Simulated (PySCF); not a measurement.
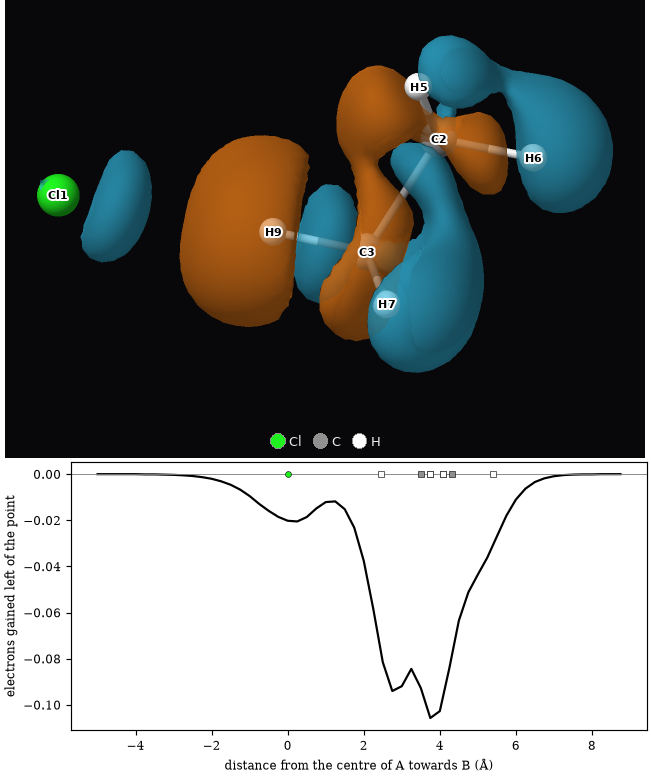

Figure 1: C2H6Cl, charge −1, SMILES `[Cl-].CC`. Density of the complex less the densities of the two fragments at the same geometry, ±0.005 e/Å³ (light blue: gain, orange: loss). Fragment A: Cl(−1) (atom 1); fragment B: H6C2. Below: the charge-displacement curve along the line of centres (A on the left).

Level of theory: r2SCAN/aug-cc-pVDZ (PySCF), at a geometry from GFN2-xTB. GFN2-xTB bond lengths at metals and heavier atoms can be off by up to 0.1 Å and shapes distorted, which carries into these values.

Input

```python
import numpy as np
from pyscf import gto, scf, dft
from pyscf.scf import atom_ks, atom_hf
from scipy.linalg import block_diag
from pyscf.dispersion import dftd3

def solve(mol, dm0=None, hcore=None):
    mf = (dft.UKS if mol.spin else dft.RKS)(mol, xc='r2scan')
    mf.grids.level = 3
    mf = mf.density_fit(auxbasis='def2-universal-jkfit')
    mf.conv_tol, mf.max_cycle = 1e-8, 80
    if hcore is not None:
        mf.get_hcore = lambda *args: hcore
    mf.kernel(dm0)
    if not mf.converged:
        mf = mf.newton().run(mf.mo_coeff, mf.mo_occ, max_cycle=30)
    assert mf.converged, 'SCF not converged'
    return mf

mol = gto.M(atom='''
Cl    -2.01156    -0.08231     0.00000
C      2.33571    -0.54503     0.00010
C      1.46541     0.70211     0.00008
H      2.12740    -1.14981     0.87954
H      2.12710    -1.14993    -0.88010
H      3.39812    -0.29015    -0.00005
H      1.66342     1.30781    -0.88355
H      1.66371     1.30792     0.88284
H      0.41015     0.43106     0.00015
''', basis='aug-cc-pvdz', charge=-1, spin=0, verbose=4)
mol_a = gto.M(atom='''
Cl    -2.01156    -0.08231     0.00000
ghost-C      2.33571    -0.54503     0.00010
ghost-C      1.46541     0.70211     0.00008
ghost-H      2.12740    -1.14981     0.87954
ghost-H      2.12710    -1.14993    -0.88010
ghost-H      3.39812    -0.29015    -0.00005
ghost-H      1.66342     1.30781    -0.88355
ghost-H      1.66371     1.30792     0.88284
ghost-H      0.41015     0.43106     0.00015
''', basis='aug-cc-pvdz', charge=-1, spin=0, verbose=4)
mol_b = gto.M(atom='''
ghost-Cl    -2.01156    -0.08231     0.00000
C      2.33571    -0.54503     0.00010
C      1.46541     0.70211     0.00008
H      2.12740    -1.14981     0.87954
H      2.12710    -1.14993    -0.88010
H      3.39812    -0.29015    -0.00005
H      1.66342     1.30781    -0.88355
H      1.66371     1.30792     0.88284
H      0.41015     0.43106     0.00015
''', basis='aug-cc-pvdz', charge=0, spin=0, verbose=4)
ab, a, b = solve(mol), solve(mol_a), solve(mol_b)
e_int = ab.e_tot - a.e_tot - b.e_tot
print('counterpoise-corrected interaction energy / kcal/mol', e_int * 627.5095)
def disp(atoms, charge):
    m = gto.M(atom=atoms, charge=charge, basis='sto-3g', spin=None, unit='Bohr', verbose=0)
    return dftd3.DFTD3Dispersion(m, xc='r2scan', version='d3bj').get_dispersion()['energy']
e_disp = disp(mol._atom, mol.charge) - disp(mol._atom[:1], mol_a.charge) - disp(mol._atom[1:], mol_b.charge)
print('D3(BJ) part / kcal/mol', e_disp * 627.5095)
# spherically averaged free atoms, for the promolecule
atm = atom_ks.get_atm_nrks(mol, xc='r2scan')
pro = block_diag(*[(atm[a[0]][2] * atm[a[0]][3]) @ atm[a[0]][2].T for a in mol._atom])
np.savez('result.npz', e_int=e_int, e_disp=e_disp, dm_a=a.make_rdm1(), dm_b=b.make_rdm1(), c=ab.mo_coeff, occ=ab.mo_occ, eps=ab.mo_energy, pro=pro, d=[f.dip_moment(verbose=0) for f in (ab, a, b)])
```

Launched as:

```sh
OMP_NUM_THREADS=1 python input.py
```

The run took 64 s on 1 thread of Arm Neoverse V2 (shared host), peak memory 0.53 GiB.

Partitions, critical points and surface values were worked out afterwards from this run's density.

### How is the density rearranged on binding?

Hirshfeld charges show 0.017 e passing from A to B. By Hirshfeld charges, electrons gather most on H6 (−0.026 e) and leave H9 most (+0.051 e); 0.17 e is displaced in all.

### What is the interaction energy, and which contacts carry it?

The counterpoise-corrected interaction energy of the frozen fragments is −3.2 kcal/mol without dispersion correction and −3.5 kcal/mol with D3(BJ). The pair geometry is semi-empirical, not a minimum at this level. Contacts: Cl1···H9, weak C–H hydrogen bond, 2.48 Å, ρ = 0.016 a.u. The pose is a local one from a semi-empirical search, not shown to be the most stable.
